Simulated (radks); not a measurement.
**Atomic calculation for Se**

System: the neutral selenium atom in the configuration [Ar] 3d10 4s2 4p4 (high spin).
Method: scalar-relativistic Kohn-Sham, PBE, spin-polarised, spherical densities, point nucleus (the in-house radial solver radks).

**The program's output**
```
1s      1   1.0000        -459.55162276
2s      1   1.0000         -59.05896189
2p      1   3.0000         -51.94554656
3s      1   1.0000          -7.84356656
3p      1   3.0000          -5.61931397
3d      1   5.0000          -1.95073304
4s      1   1.0000          -0.65804508
4p      1   3.0000          -0.26154692
1s      2   1.0000        -459.54810051
2s      2   1.0000         -59.05720983
2p      2   3.0000         -51.94231185
3s      2   1.0000          -7.83901017
3p      2   3.0000          -5.61416194
3d      2   5.0000          -1.94354275
4s      2   1.0000          -0.60102079
4p      2   1.0000          -0.20596905
Etot -2429.9911195224136
Ekin 2479.6385517729746
Encl -5858.264848461999
Eh 1036.4708768537216
Exc -87.83569968711097
err 1.2313535027140025e-09
it 15
```

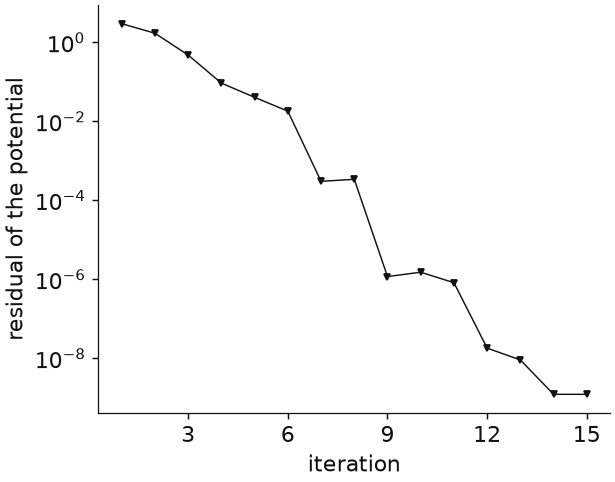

Fig. 1: Convergence: residual of the potential against the iteration. The residual falls almost steadily, with no more than small rises or pauses. It goes from 3.0 to 1.2×10⁻⁹ in 15 steps.

**Orbitals**

| orbital | occupation | energy (eV) | ⟨r⟩ (bohr) | outer maximum (bohr) |
| --- | --- | --- | --- | --- |
| 1s up | 1 | −12505.0 | 0.04408 | 0.0288 |
| 1s down | 1 | −12504.9 | 0.04408 | 0.0288 |
| 2s up | 1 | −1607.1 | 0.1959 | 0.164 |
| 2s down | 1 | −1607.0 | 0.1959 | 0.164 |
| 2p up | 3 | −1413.5 | 0.1711 | 0.132 |
| 2p down | 3 | −1413.4 | 0.1711 | 0.132 |
| 3s up | 1 | −213.434 | 0.5741 | 0.502 |
| 3s down | 1 | −213.310 | 0.5740 | 0.502 |
| 3p up | 3 | −152.909 | 0.5897 | 0.500 |
| 3p down | 3 | −152.769 | 0.5894 | 0.500 |
| 3d up | 5 | −53.082 | 0.6317 | 0.453 |
| 3d down | 5 | −52.886 | 0.6296 | 0.453 |
| 4s up | 1 | −17.906 | 1.796 | 1.52 |
| 4s down | 1 | −16.355 | 1.795 | 1.50 |
| 4p up | 3 | −7.117 | 2.277 | 1.81 |
| 4p down | 1 | −5.605 | 2.344 | 1.81 |

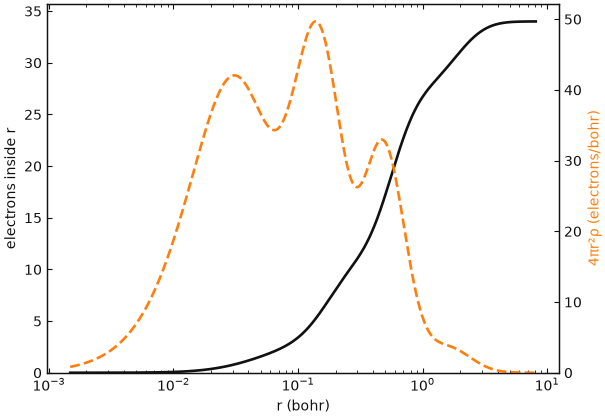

Fig. 2: The number of electrons inside radius r (solid) and the radial density 4πr²ρ (dashed). The count levels off at 34 electrons. Half of them lie within 0.496 bohr, 90 % within 1.86 bohr and 99 % within 3.76 bohr. The radial density has minima at 0.0647 and 0.298 bohr, where the count stands at 2.1 and 11.0; these part the shells that the density resolves.

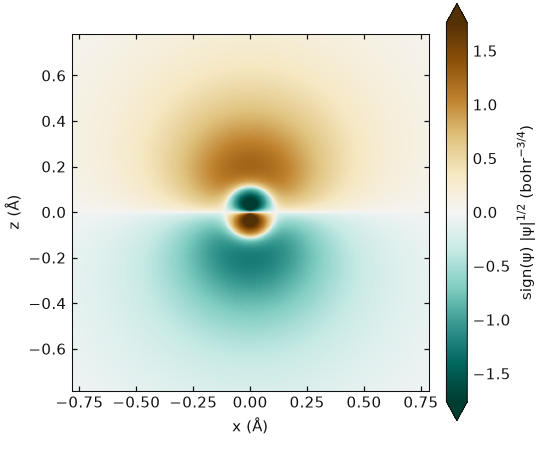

Fig. 3: The 3p(z) orbital of down spin. In the xz plane through the nucleus, the colour gives the signed square root of ψ. (1 bohr = 0.529 Å.) The radial function comes from the spherical calculation and is multiplied by a real spherical harmonic; the overall sign is chosen so that the largest lobe of P(r) is positive; at the scalar-relativistic level it is the large component. It has the nodal plane xy and 1 radial node, at r = 0.214 bohr. The outermost maximum of P² lies at 0.500 bohr, ⟨r⟩ = 0.589 bohr, 90 % of the charge lies within 0.902 bohr, and the eigenvalue is −152.8 eV, with 3 electrons in the shell for this spin.

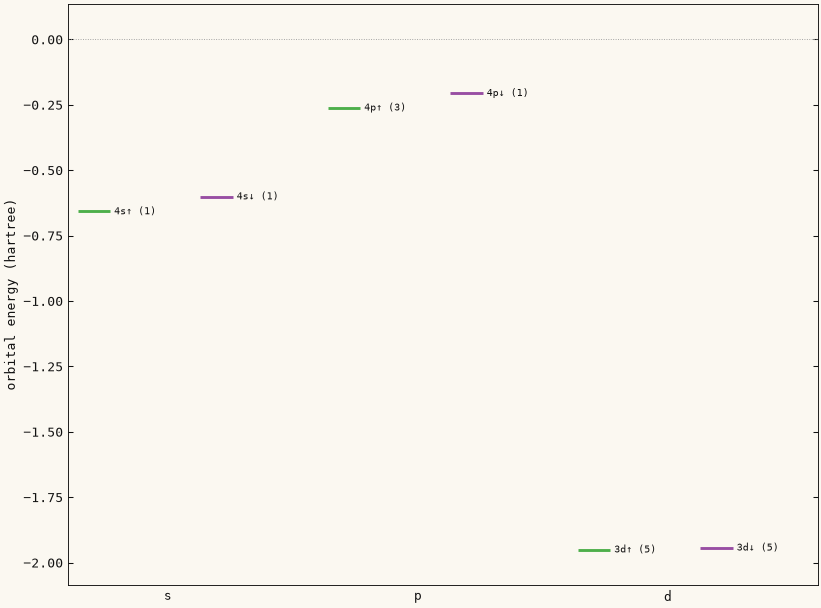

Fig. 4: The outer levels are drawn by angular momentum (occupations in brackets, up spins at the left of each column and down spins at the right). The highest occupied level is 4p down at −0.206 hartree. From the top down the occupied levels run 4p down (−0.206 hartree), 4p up (−0.262 hartree), 4s down (−0.601 hartree), 4s up (−0.658 hartree), 3d down (−1.94 hartree), 3d up (−1.95 hartree). The largest exchange splitting (down less up) among the shells drawn in both spins is that of 4s, 0.0570 hartree.

**Input**
```
Z 34
configuration [Ar] 3d10 4s2 4p4
relativity scalar-relativistic
functional pbe,pbe
spin polarised
nucleus point
c 137.035999084
max_iterations 82
```

Energies in input and log are in hartree, lengths in bohr.

Launched within a batch (the task file carries these settings):
```bash
python <driver script> task.json out
```

**Results in brief**

- outcome: converged
- total energy: −2429.9911 hartree
- kinetic energy: 2479.6386 hartree
- electron–nucleus energy: −5858.2648 hartree
- Hartree energy: 1036.4709 hartree
- exchange–correlation energy: −87.835700 hartree
- radius at density 0.001 e/bohr³: 4.27 bohr
- SCF iterations: 15
- hardware: 1 thread of Arm Neoverse V2, 23 GiB of memory available, shared host
- wall time: 2.7 s
